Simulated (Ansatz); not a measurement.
# Molecular dynamics, with input and output: Si (charge +7) (part 2 of 2)

The same run, continued: Si (defect cell, 17 atoms in the cell, total charge +7); DFT PBE, scalar-relativistic, plane waves, PAW, PAW set soft_1, no spin polarisation (Ansatz 0.2.0); cutoff 420 eV, 2×2×2 k-mesh, Fermi–Dirac smearing of 0.02 eV. One setting was made poor on purpose. It belongs to a series of runs on one base structure; here: an input spoilt on purpose.

Geometry of the input (Å; fractional positions):
```
0.0000  5.4300  5.4300
5.4300  0.0000  5.4300
5.4300  5.4300  0.0000
Si 0.0155  0.0213  -0.0601
Si 0.1267  0.1459  0.1054
Si -0.0159  0.0341  0.5102
Si 0.0967  0.2263  0.5658
Si -0.0453  0.5053  0.0282
Si 0.1340  0.6050  0.1429
Si -0.0523  0.5911  0.4948
Si 0.0628  0.6512  0.6566
Si 0.5148  -0.0086  -0.0073
Si 0.6142  0.1666  0.0863
Si 0.4392  0.0296  0.5412
Si 0.6248  0.1615  0.5992
Si 0.5032  0.5313  -0.0231
Si 0.6003  0.6060  0.1650
Si 0.4416  0.5064  0.5283
Si 0.6055  0.6294  0.6284
Si 0.8609  0.9711  0.3022
```

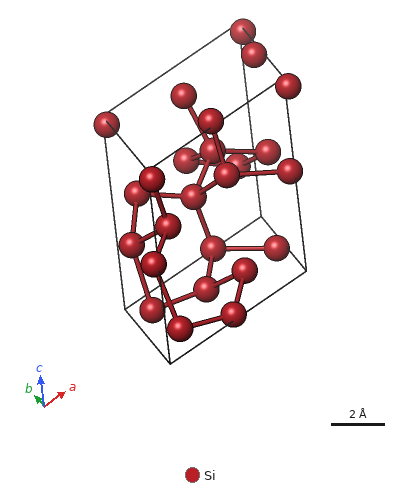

Fig. 1: The geometry at step 14 of the log (ball-and-stick view of the cell of the calculation, seen slightly off an axis).

## Trajectory as extended XYZ (Å, eV, eV/Å), 12 of the 26 frames kept, from step=0 to step=25
```
17
Lattice="0.0000 5.4300 5.4300 5.4300 0.0000 5.4300 5.4300 5.4300 0.0000" Properties=species:S:1:pos:R:3:forces:R:3 step=0 time_fs=0.0 energy=-10847.55686 temperature=1680.0
Si   -0.2109   -0.2425    0.1997   -0.5425   0.1169   0.0497
Si    1.3646    1.2599    1.4802   -0.9756   0.7983   0.1237
Si    2.9555    2.6838    0.0990   -0.9937   0.3881   0.0764
Si    4.3011    3.5973    1.7535   -0.0812  -0.1402  -0.6035
Si    2.8972   -0.0925    2.4983    0.1228   0.7378   1.3648
Si    4.0607    1.5033    4.0127   -0.4625  -1.7507   0.4413
Si    5.8968    2.4027    2.9258   -1.0324  -0.9469  -0.1223
Si    7.1008    3.9059    3.8766    1.4057   2.1594   1.9474
Si   -0.0862    2.7560    2.7487   -0.1049  -0.3034  -0.8107
Si    1.3733    3.8038    4.2395   -0.3730   0.7678  -0.3917
Si    3.0998    5.3238    2.5459   -1.4951   1.1744   0.5791
Si    4.1302    6.6464    4.2696   -0.0304   0.6999  -1.6267
Si    2.7592    2.6071    5.6172    0.9817   0.5220  -0.7544
Si    4.1865    4.1553    6.5504    1.0485  -0.8076   0.2620
Si    5.6185    5.2666    5.1478    1.7778  -0.7562   0.6471
Si    6.8298    6.7002    6.7057    0.2303  -2.6677  -0.4782
Si    6.9140    6.3156    9.9481    0.5245   0.0080  -0.7039
17
Lattice="0.0000 5.4300 5.4300 5.4300 0.0000 5.4300 5.4300 5.4300 0.0000" Properties=species:S:1:pos:R:3:forces:R:3 step=2 time_fs=6.0 energy=-10847.68785 temperature=1741.4
Si   -0.2709   -0.2580    0.1990    0.0004   0.6507  -0.7658
Si    1.3353    1.2317    1.4364   -0.6246   0.8740   0.6675
Si    2.9640    2.6600    0.0526   -0.6694   0.8315   1.0725
Si    4.3368    3.6740    1.7391   -0.8347  -0.2331  -0.1880
Si    2.8620   -0.1310    2.4886    0.2075   0.7470   1.0649
Si    4.0957    1.4674    3.9612   -1.8560  -2.2386   1.3521
Si    5.8134    2.3349    2.9392    0.4166   1.1925  -0.0637
Si    7.1216    3.9151    3.9248    0.2822   0.9875   1.0118
Si   -0.0395    2.7229    2.8051   -0.1679  -0.0686  -1.0777
Si    1.4162    3.8395    4.2406   -0.3527   0.8653  -0.4401
Si    3.0109    5.3978    2.5171   -0.9210   0.6113   0.6963
Si    4.2025    6.6805    4.2833   -0.0751   0.0659  -1.8064
Si    2.7815    2.5800    5.5762    0.9528   0.2595  -0.4684
Si    4.2053    4.1032    6.6010    1.2456  -0.6091  -0.0828
Si    5.6618    5.2775    5.1816    1.0778  -1.1490   0.7741
Si    6.7775    6.7312    6.7134    0.8222  -2.2371  -0.9529
Si    6.9168    6.3658    9.9594    0.4963  -0.5499  -0.7934
17
Lattice="0.0000 5.4300 5.4300 5.4300 0.0000 5.4300 5.4300 5.4300 0.0000" Properties=species:S:1:pos:R:3:forces:R:3 step=5 time_fs=15.0 energy=-10847.42511 temperature=1616.3
Si   -0.3578   -0.2636    0.1767    1.0041   1.4814  -1.9378
Si    1.2784    1.2087    1.3876   -0.1144   0.5020   1.1646
Si    2.9637    2.6439    0.0104    0.1975   0.8686   1.9940
Si    4.3688    3.7816    1.7168   -1.5588  -0.8542   1.0146
Si    2.8145   -0.1717    2.4959    0.4203   0.5650   0.0827
Si    4.1000    1.3596    3.9185   -3.2598  -2.8120   2.2716
Si    5.7030    2.2663    2.9540    1.9294   3.0446  -1.0432
Si    7.1570    3.9491    4.0180   -0.5147  -0.0275  -0.0520
Si    0.0280    2.6738    2.8636    0.2354   0.6686  -1.4310
Si    1.4722    3.9123    4.2324   -0.3906   0.5874  -0.3107
Si    2.8600    5.5202    2.4905    0.4563  -0.4550   0.9231
Si    4.3084    6.7299    4.2641   -0.3984  -1.0727  -1.0144
Si    2.8355    2.5453    5.5052    0.4411   0.2269  -0.0067
Si    4.2612    4.0127    6.6748    0.7598  -0.0681  -0.2372
Si    5.7469    5.2674    5.2495   -0.6497  -1.1217   0.4559
Si    6.7193    6.7301    6.7028    1.1778  -0.6492  -0.9880
Si    6.9318    6.4272    9.9576    0.2646  -0.8839  -0.8853
17
Lattice="0.0000 5.4300 5.4300 5.4300 0.0000 5.4300 5.4300 5.4300 0.0000" Properties=species:S:1:pos:R:3:forces:R:3 step=7 time_fs=21.0 energy=-10847.41591 temperature=1609.4
Si   -0.4020   -0.2463    0.1343    1.3249   1.3093  -1.8095
Si    1.2379    1.2020    1.3721    0.2158   0.1734   1.0247
Si    2.9651    2.6465    0.0116    0.8265   0.4329   2.1263
Si    4.3673    3.8415    1.7151   -1.6609  -0.9717   1.3522
Si    2.7889   -0.1899    2.5039    0.4661   0.1611  -0.5902
Si    4.0555    1.2458    3.9231   -2.1468  -1.9967   1.5191
Si    5.6562    2.2642    2.9502    1.2506   2.6884  -0.9090
Si    7.1740    3.9730    4.0810   -0.4842  -0.3624  -0.7213
Si    0.0759    2.6499    2.8813    0.5878   1.1178  -1.4507
Si    1.5035    3.9704    4.2218   -0.3587   0.1647  -0.1498
Si    2.7641    5.5965    2.4869    1.5376  -1.1619   1.1587
Si    4.3733    6.7485    4.2341   -0.9067  -1.5276  -0.0963
Si    2.8792    2.5256    5.4571    0.0413   0.4952   0.2882
Si    4.3110    3.9504    6.7204    0.1265   0.3695  -0.3792
Si    5.7966    5.2430    5.3024   -1.8240  -1.0874   0.0363
Si    6.6981    6.7166    6.6804    0.9106   0.7984  -0.6558
Si    6.9464    6.4551    9.9429    0.0936  -0.6032  -0.7438
17
Lattice="0.0000 5.4300 5.4300 5.4300 0.0000 5.4300 5.4300 5.4300 0.0000" Properties=species:S:1:pos:R:3:forces:R:3 step=9 time_fs=27.0 energy=-10847.40247 temperature=1603.3
Si   -0.4299   -0.2135    0.0704    1.5962   0.2858  -0.5469
Si    1.2000    1.1973    1.3691    0.5569  -0.2396   0.5416
Si    2.9764    2.6544    0.0388    1.1355   0.0017   1.8987
Si    4.3455    3.8898    1.7296   -1.4474  -0.5806   1.0231
Si    2.7689   -0.2060    2.5046    0.2678  -0.2168  -1.1895
Si    3.9847    1.1080    3.9459   -0.6625  -0.3241   0.0929
Si    5.6246    2.2948    2.9355    0.1822   1.5884  -0.3102
Si    7.1852    3.9922    4.1352   -0.1764  -0.7344  -1.2372
Si    0.1309    2.6397    2.8814    0.7430   1.3971  -1.0661
Si    1.5304    4.0304    4.2092   -0.2921  -0.4059  -0.0321
Si    2.6870    5.6586    2.4974    2.3592  -1.6586   1.2833
Si    4.4271    6.7484    4.2028   -1.2445  -1.6384   0.6037
Si    2.9235    2.5122    5.4124   -0.1515   0.9514   0.6015
Si    4.3624    3.8924    6.7612   -0.5642   0.5442  -0.6585
Si    5.8241    5.2053    5.3559   -2.6603  -0.9286  -0.2203
Si    6.6881    6.7127    6.6498    0.4875   1.9676  -0.4272
Si    6.9621    6.4757    9.9192   -0.1294  -0.0091  -0.3567
17
Lattice="0.0000 5.4300 5.4300 5.4300 0.0000 5.4300 5.4300 5.4300 0.0000" Properties=species:S:1:pos:R:3:forces:R:3 step=11 time_fs=33.0 energy=-10847.25290 temperature=1537.7
Si   -0.4378   -0.1775    0.0002    2.2361  -1.1616   1.2987
Si    1.1689    1.1897    1.3728    0.7402  -0.6500   0.0792
Si    3.0015    2.6626    0.0893    1.1375  -0.2230   1.3106
Si    4.3057    3.9311    1.7567   -1.1770  -0.0522   0.5827
Si    2.7521   -0.2248    2.4904   -0.1229  -0.6508  -1.9678
Si    3.9046    0.9662    3.9703   -0.2804   1.5292  -0.9695
Si    5.5959    2.3453    2.9167   -0.1267   0.7062   0.0728
Si    7.1941    4.0025    4.1746    0.0652  -1.0115  -1.3142
Si    0.1948    2.6466    2.8686    0.5685   1.2961  -0.2666
Si    1.5538    4.0854    4.1963   -0.1247  -0.9780   0.0703
Si    2.6386    5.7005    2.5236    2.6145  -1.7699   1.0295
Si    4.4658    6.7285    4.1784   -1.2772  -1.2542   0.7380
Si    2.9661    2.5106    5.3752   -0.3287   1.3653   0.7872
Si    4.4070    3.8410    6.7939   -1.1386   0.5551  -0.9273
Si    5.8191    5.1562    5.4069   -2.8164  -0.6097  -0.1757
Si    6.6844    6.7325    6.6137    0.3776   2.3459  -0.3786
Si    6.9762    6.4962    9.8911   -0.3470   0.5629   0.0306
17
Lattice="0.0000 5.4300 5.4300 5.4300 0.0000 5.4300 5.4300 5.4300 0.0000" Properties=species:S:1:pos:R:3:forces:R:3 step=14 time_fs=42.0 energy=-10847.35330 temperature=1601.2
Si   -0.3954   -0.1534   -0.0703    2.6587  -2.0826   2.6841
Si    1.1397    1.1628    1.3784    0.8078  -0.7500  -0.4561
Si    3.0637    2.6686    0.1929    0.4833  -0.5751   0.2052
Si    4.2202    3.9937    1.8093   -0.5789   0.4927   0.0877
Si    2.7225   -0.2703    2.4228   -0.5087  -1.2588  -2.2276
Si    3.7762    0.7935    3.9832   -0.4458   3.0424  -1.0647
Si    5.5503    2.4346    2.8907    0.0871  -0.2880   0.2426
Si    7.2097    3.9950    4.2038    0.1935  -0.8891  -0.9452
Si    0.3026    2.6840    2.8467   -0.0249   0.3238   0.9047
Si    1.5865    4.1446    4.1794    0.0581  -1.2997   0.3964
Si    2.6247    5.7242    2.5829    1.9794  -1.1913  -0.2908
Si    4.4960    6.6726    4.1576   -0.7228  -0.1424   0.4325
Si    3.0218    2.5387    5.3363   -0.5852   1.0292   0.4419
Si    4.4458    3.7767    6.8219   -1.7946   0.4814  -0.7475
Si    5.7500    5.0706    5.4801   -1.4521   0.3500  -0.1878
Si    6.6878    6.8141    6.5511    0.4209   1.4033  -0.1561
Si    6.9888    6.5425    9.8517   -0.5758   1.3543   0.6806
17
Lattice="0.0000 5.4300 5.4300 5.4300 0.0000 5.4300 5.4300 5.4300 0.0000" Properties=species:S:1:pos:R:3:forces:R:3 step=16 time_fs=48.0 energy=-10847.66826 temperature=1764.9
Si   -0.3267   -0.1680   -0.0782    1.5270  -1.5599   1.8374
Si    1.1324    1.1335    1.3761    0.4994  -0.3943  -0.3941
Si    3.1141    2.6643    0.2675   -0.0459  -0.6753  -0.5315
Si    4.1528    4.0422    1.8466   -0.0741   0.4539  -0.0994
Si    2.6957   -0.3191    2.3434   -0.2863  -1.2610  -1.7164
Si    3.6839    0.7223    3.9753    0.0916   2.4080   0.0979
Si    5.5207    2.4918    2.8767    0.3710  -0.3878   0.1003
Si    7.2230    3.9759    4.2081    0.0401  -0.6027  -0.2561
Si    0.3755    2.7159    2.8437   -0.2811  -0.2842   0.9824
Si    1.6089    4.1647    4.1736    0.0440  -1.1767   0.5503
Si    2.6473    5.7207    2.6209    1.2428  -0.3749  -0.8754
Si    4.5038    6.6307    4.1512   -0.4204   0.3583   0.3018
Si    3.0506    2.5742    5.3178   -0.6156   0.5635  -0.0018
Si    4.4451    3.7412    6.8288   -1.9848  -0.0252  -0.0790
Si    5.6786    5.0170    5.5260    0.0941   1.2626  -0.7613
Si    6.6963    6.8924    6.5064    0.2599   0.2729   0.1394
Si    6.9888    6.5930    9.8346   -0.4615   1.4228   0.7054
17
Lattice="0.0000 5.4300 5.4300 5.4300 0.0000 5.4300 5.4300 5.4300 0.0000" Properties=species:S:1:pos:R:3:forces:R:3 step=18 time_fs=54.0 energy=-10847.66774 temperature=1779.5
Si   -0.2392   -0.2022   -0.0637   -0.0988  -1.0283   0.6772
Si    1.1315    1.0993    1.3691    0.2656   0.2459  -0.0648
Si    3.1644    2.6516    0.3360   -0.3482  -0.8213  -1.1059
Si    4.0846    4.0961    1.8829    0.7520  -0.0872  -0.3608
Si    2.6652   -0.3836    2.2430    0.0676  -0.9466  -0.5500
Si    3.5924    0.6805    3.9681    0.7794   1.4908   0.7789
Si    5.4953    2.5446    2.8640    0.4610  -0.3242  -0.0278
Si    7.2368    3.9492    4.2090   -0.1491  -0.2880   0.1521
Si    0.4451    2.7445    2.8524   -0.7111  -0.8537   0.4960
Si    1.6320    4.1705    4.1747    0.0877  -0.7713   0.7247
Si    2.6852    5.7126    2.6486    0.2140   0.7467  -0.8958
Si    4.5065    6.5931    4.1485   -0.1509   0.8163   0.3118
Si    3.0719    2.6168    5.2991   -0.5902   0.0112  -0.5143
Si    4.4202    3.7051    6.8350   -1.6523  -0.6568   0.7893
Si    5.6078    4.9786    5.5627    1.3499   1.8885  -1.3650
Si    6.7080    6.9746    6.4632    0.0147  -0.5718   0.5140
Si    6.9831    6.6611    9.8260   -0.2914   1.1498   0.4403
17
Lattice="0.0000 5.4300 5.4300 5.4300 0.0000 5.4300 5.4300 5.4300 0.0000" Properties=species:S:1:pos:R:3:forces:R:3 step=20 time_fs=60.0 energy=-10847.16949 temperature=1558.0
Si   -0.1523   -0.2494   -0.0404   -1.3597  -0.6570  -0.1139
Si    1.1339    1.0680    1.3613    0.2380   0.9049   0.2982
Si    3.2107    2.6287    0.3913   -0.4456  -0.9610  -1.4438
Si    4.0255    4.1489    1.9146    1.6670  -1.0338  -0.8569
Si    2.6352   -0.4599    2.1353    0.0950  -0.3927   0.7279
Si    3.5099    0.6570    3.9699    1.1792   0.7273   0.7891
Si    5.4755    2.5936    2.8510    0.5216  -0.2458  -0.0608
Si    7.2488    3.9189    4.2115   -0.3123   0.0377   0.2630
Si    0.5062    2.7627    2.8673   -1.2245  -1.3753  -0.1089
Si    1.6564    4.1670    4.1846    0.1881  -0.1623   0.7178
Si    2.7257    5.7140    2.6657   -1.0567   2.0065  -0.4383
Si    4.5074    6.5654    4.1498    0.0948   1.2248   0.3997
Si    3.0861    2.6597    5.2740   -0.5076  -0.6248  -0.8886
Si    4.3754    3.6610    6.8505   -0.5324  -0.9403   1.1897
Si    5.5527    4.9629    5.5831    1.8110   1.8007  -1.4468
Si    6.7201    7.0505    6.4262   -0.2009  -1.0036   0.7851
Si    6.9738    6.7437    9.8227   -0.1550   0.6947   0.1875
17
Lattice="0.0000 5.4300 5.4300 5.4300 0.0000 5.4300 5.4300 5.4300 0.0000" Properties=species:S:1:pos:R:3:forces:R:3 step=23 time_fs=69.0 energy=-10846.34346 temperature=1194.9
Si   -0.0543   -0.3347   -0.0086   -2.1548  -0.1555  -0.4552
Si    1.1439    1.0430    1.3573    0.4935   1.3391   0.5352
Si    3.2706    2.5718    0.4413   -0.3994  -0.9021  -1.3864
Si    3.9756    4.2020    1.9407    1.8242  -1.7685  -1.4453
Si    2.5899   -0.5821    1.9923   -0.6232   0.4464   1.7838
Si    3.4125    0.6365    3.9902    1.1654  -0.0804   0.4567
Si    5.4588    2.6625    2.8298    0.8083  -0.1188  -0.0371
Si    7.2594    3.8754    4.2212   -0.3618   0.7478   0.1924
Si    0.5687    2.7576    2.8861   -1.5804  -1.5460  -0.4758
Si    1.6974    4.1601    4.2144    0.0533   0.6505  -0.0110
Si    2.7591    5.7654    2.6833   -2.0599   2.7703   0.0908
Si    4.5113    6.5525    4.1617    0.2716   1.4310   0.5601
Si    3.0972    2.7077    5.2155    0.0831  -1.4437  -0.8565
Si    4.3016    3.5731    6.9003    1.5585  -0.8031   0.7440
Si    5.5101    4.9781    5.5824    1.4526   0.8341  -0.7400
Si    6.7327    7.1414    6.3888   -0.4544  -1.1758   0.9264
Si    6.9563    6.8823    9.8220   -0.0765  -0.2254   0.1181
17
Lattice="0.0000 5.4300 5.4300 5.4300 0.0000 5.4300 5.4300 5.4300 0.0000" Properties=species:S:1:pos:R:3:forces:R:3 step=25 time_fs=75.0 energy=-10846.20982 temperature=1165.3
Si   -0.0203   -0.3956    0.0063   -2.2319   0.2244  -0.2886
Si    1.1576    1.0461    1.3624    0.6223   1.1982   0.2768
Si    3.3048    2.5191    0.4532   -0.4284  -0.6420  -1.0489
Si    3.9702    4.2118    1.9370    0.9595  -1.1295  -1.2728
Si    2.5510   -0.6595    1.9216   -0.9767   0.6413   1.8733
Si    3.3650    0.6227    4.0117    1.0424  -0.5162   0.2836
Si    5.4596    2.7070    2.8149    0.8789  -0.1097   0.0270
Si    7.2610    3.8564    4.2311   -0.1857   1.5237   0.1537
Si    0.5869    2.7304    2.8921   -1.3679  -1.1745  -0.1536
Si    1.7262    4.1641    4.2357   -0.2551   0.9416  -0.7784
Si    2.7514    5.8418    2.6955   -1.6117   1.8976  -0.1849
Si    4.5180    6.5659    4.1780    0.2554   1.3763   0.4477
Si    3.1048    2.7192    5.1625    0.6810  -1.6398  -0.3719
Si    4.2719    3.5009    6.9465    2.0459  -0.5681   0.0840
Si    5.5048    5.0032    5.5688    1.1381   0.1086  -0.1898
Si    6.7347    7.1848    6.3777   -0.3874  -1.0965   0.8817
Si    6.9433    6.9742    9.8235   -0.1786  -1.0353   0.2610
```

## Key numbers

- outcome: finished
- mean temperature over the second half: 1511 K
- trajectory: 25 steps, 75 fs
- ensemble: nvt_nose_hoover
- temperature in the input: 1680.0 K
- time step: 3.0 fs
- electrons treated: 61
- potential energy (free energy of the electrons) (last step): −10846.2098 eV
- Fermi energy (last step): 6.173 eV
- largest force (length of the vector) (last step): 2.497 eV/Å
- wall time: 2.2 min
- peak memory: 0.57 GiB

## Remarks

A deliberately poor setting: bad input. The input asks for low accuracy. The k-point mesh is coarse for a cell of this size, so the results may not be converged. So short a trajectory is not equilibrated.
